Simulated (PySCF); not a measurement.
## Electronic structure of C$_{3}$H$_{7}$O$_{3}$Si (doublet) in real space

```xyz
14

C    -1.3904    0.4753   -0.9722
C    -0.1065   -0.1424   -0.5153
Si    1.0388    0.9256    0.6007
O     2.3200    0.0538    1.0270
C    -0.3716   -1.4949    0.4783
O    -1.5041   -1.5120    0.8606
O     0.6548   -2.1227    0.5610
H    -1.1524    1.3108   -1.6324
H    -2.0010   -0.2282   -1.5377
H    -1.9743    0.8427   -0.1322
H     0.4370   -0.5768   -1.3566
H     0.2578    1.3855    1.7438
H     1.5398    1.9875   -0.2669
H     2.2513   -0.9047    1.0850
```

Geometry: GFN2-xTB.

Method: PySCF, UKS B3LYP, pcH-1 on C H O Si, non-relativistic, mean-field spin-orbit, GIAO.

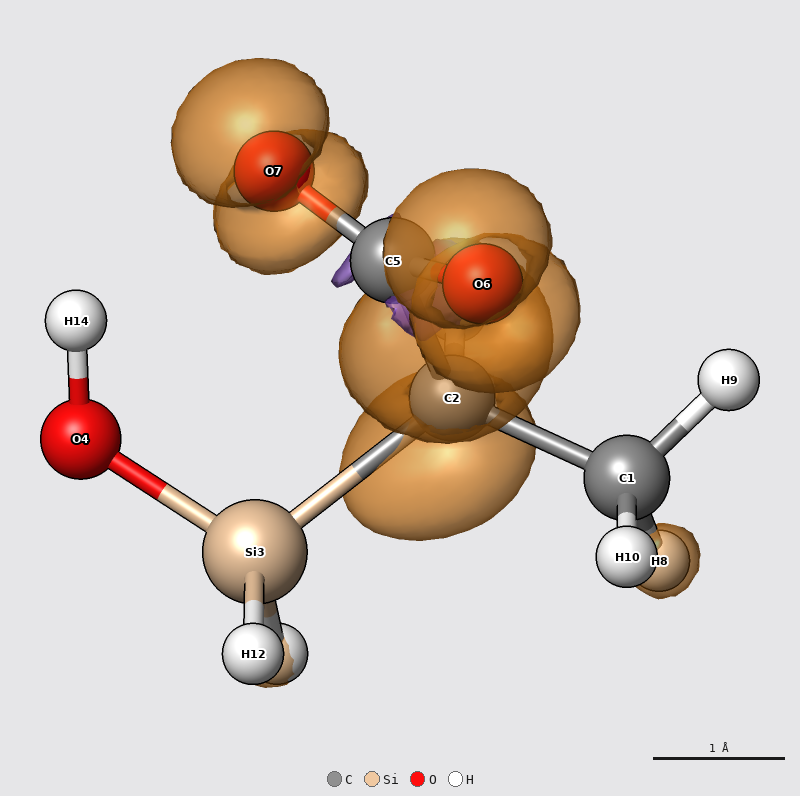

Figure 1. Isosurfaces of the spin density at +0.03 (orange) and −0.03 e/Å³ (purple), seen at a tilt.

Where is the unpaired spin?

Answer. The unpaired spin (1 electron) lies mostly on C2 (about 0.3), O6 (about 0.3), O7 (about 0.2) and C5 (about 0.1), in electrons by Hirshfeld's partition.

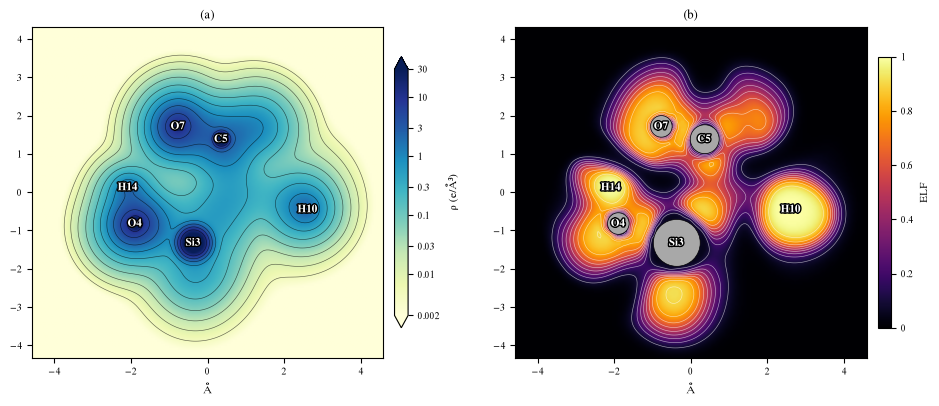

Figure 2. (a) electron density; (b) electron localisation function on the plane of atoms Si3, O4 and H14. Grey discs cover the atomic cores in the ELF map.

Describe what can be read from this map.

Answer. The plane passes through Si, O, C and H nuclei.
C–O (1.21 Å): ρ at the midpoint is about 3.3 e/Å³; the ELF peaks at about 0.85 between the atoms; a short, multiple covalent bond.
Si–O (1.61 Å): ρ at the midpoint is about 1.2 e/Å³; the ELF peaks at about 0.85 between the atoms; a short, strongly polar bond.
O–H (0.96 Å): ρ at the midpoint is about 3.7 e/Å³; the ELF climbs to about 1 towards the hydrogen, as it does in any bond to H; an ordinary covalent bond to hydrogen.
The ELF also peaks beside O4 and O7, away from the bonds: non-bonding electrons, paired or unpaired.

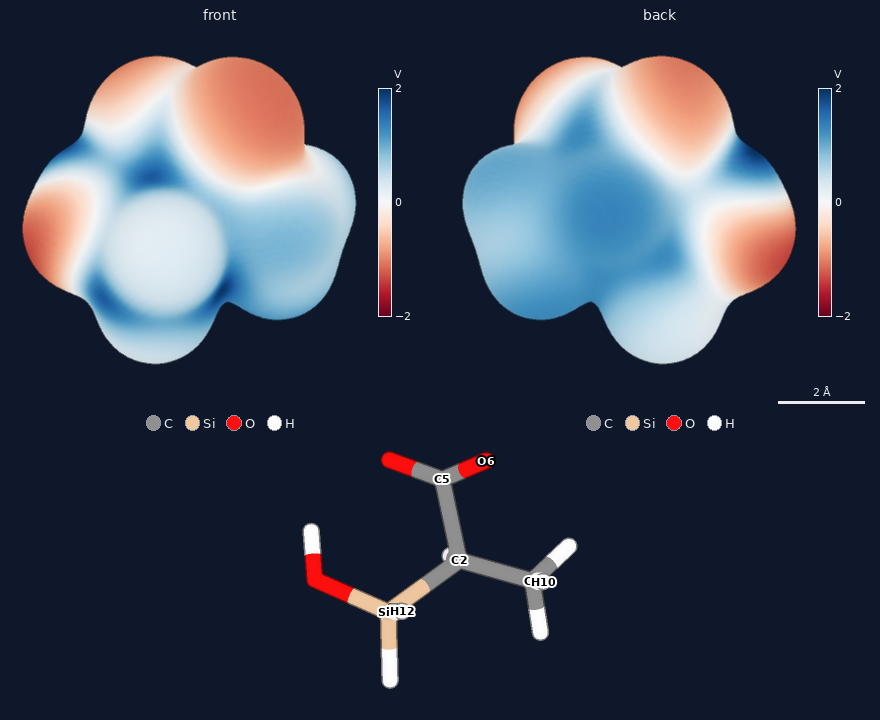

Figure 3. The electrostatic potential painted on the density surface at 0.002 e/bohr³, seen from the front and from behind; the colour scale runs from red (negative) to blue (positive). The bare structure is drawn below in the same view.

Describe the electrostatic potential map.

Answer. The most negative region (about −1.3 V, or −30 kcal/mol for a unit charge) lies over O4, the most positive (about +1.8 V, or +42 kcal/mol for a unit charge) over Si3 and H14. O4 is the likeliest acceptor of a hydrogen bond.
